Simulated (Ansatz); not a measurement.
C3H5BSe

Input file:

```
crystal:
  periodic: [false, false, false]
  atoms:
    - { symbol: C, position_ang: [-1.2122, -0.5815, -0.2929] }
    - { symbol: C, position_ang: [0.1046, -0.057, 0.0405] }
    - { symbol: C, position_ang: [0.7596, -0.0391, 1.217] }
    - { symbol: Se, position_ang: [2.5339, 0.4875, 0.4637] }
    - { symbol: B, position_ang: [1.0688, 0.949, -0.7565] }
    - { symbol: H, position_ang: [-2.0082, 0.2487, -0.0218] }
    - { symbol: H, position_ang: [-1.2992, -0.7249, -1.3922] }
    - { symbol: H, position_ang: [-1.4374, -1.461, 0.2354] }
    - { symbol: H, position_ang: [0.5508, -0.3904, 2.2639] }
    - { symbol: H, position_ang: [-0.26685, -0.58751, -0.83624] }
basis:
  gaussian: { orbitals: def2-SVP }
hamiltonian:
  xc: pbe
relax:
  f_tol: 0.02
  max_steps: 50
output:
  orbitals: {}
```

Run with:

```sh
ansatz run input.yaml --threads 2 --pin off --max-ram 3072MiB --backend cpu --events-out ev --progress --plain --runs-dir out
```

The fields are those of the run's last geometry, not of the input's.

Level of theory: RKS PBE/def2-SVP in Ansatz.

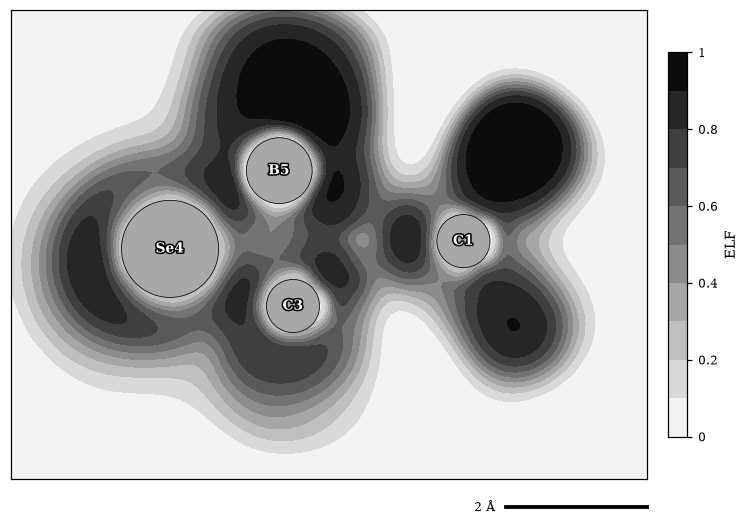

Figure 1. Electron localisation function on the plane of atoms C3, Se4 and B5. Grey discs cover the atomic cores.

### Describe what can be read from this map.

The section cuts through C, Se and B sites. B–Se (1.91 Å): the ELF peaks at about 0.85 between the atoms (a covalent bond). C–Se (1.92 Å): the ELF peaks at about 0.80 between the atoms; a covalent bond. The ELF also peaks beside Se4 and B5, away from the bonds: lone-pair regions.

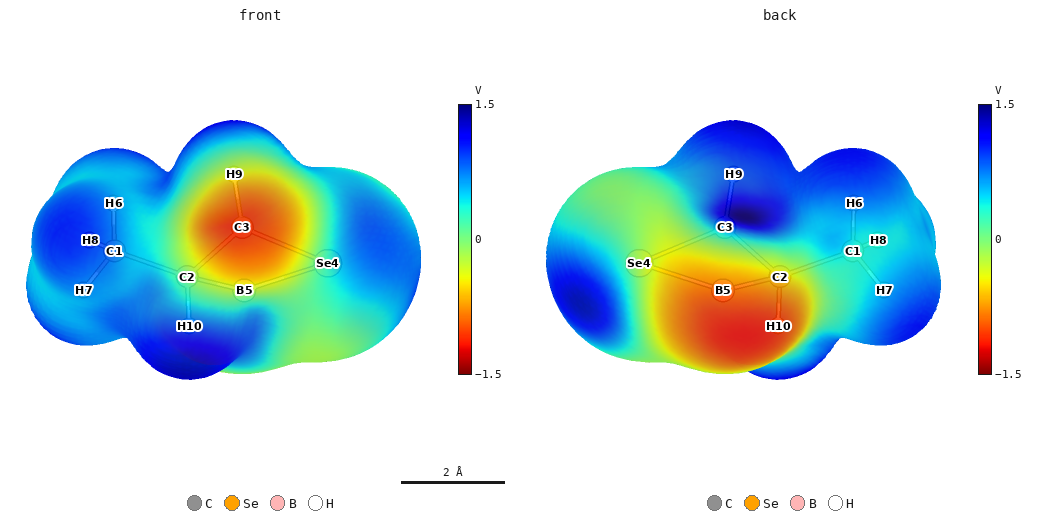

Figure 2. The molecular electrostatic potential painted on the density surface at 0.004 e/bohr³, seen from the front and from behind; red is negative and blue positive.

### Where is the surface potential most negative and most positive?

The most negative region (about −1.1 V) lies over C2, the most positive (about +1.4 V) over Se4, B5 and H10.

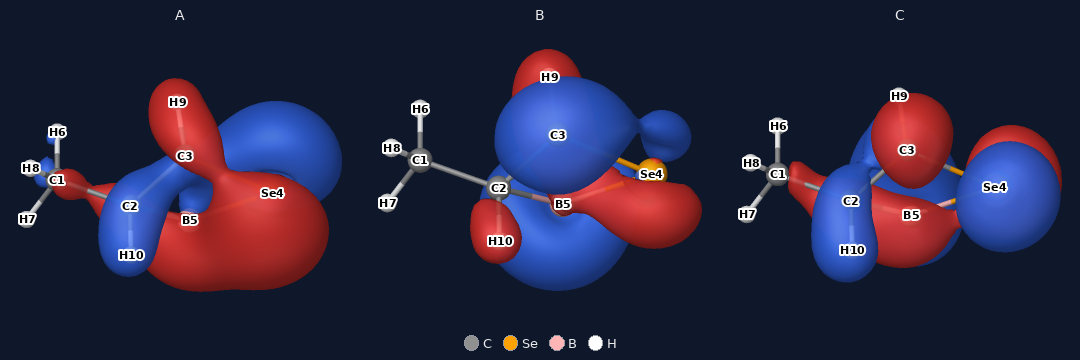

Figure 3. Three frontier orbitals at ±0.1 Å⁻³ᐟ² (blue and red are the two phases), in no order.

### Order the three orbitals by energy and name them.

A is the HOMO−1 (−6.69 eV). By Hirshfeld shares it lies mainly on Se4 (about 60 %), B5 (about 15 %), C3 (about 10 %) and C2 (about 5 %). B is the HOMO (−4.70 eV). Its weight (Hirshfeld) is mainly on B5 (about 45 %), C3 (about 30 %) and Se4 (about 15 %). C is the LUMO (−2.83 eV). It lies mainly on B5 (about 40 %), Se4 (about 30 %), C3 (about 15 %) and C2 (about 10 %); π-antibonding (π*) across B5–Se4.

### What is the HOMO–LUMO gap?

1.87 eV between the orbital energies.
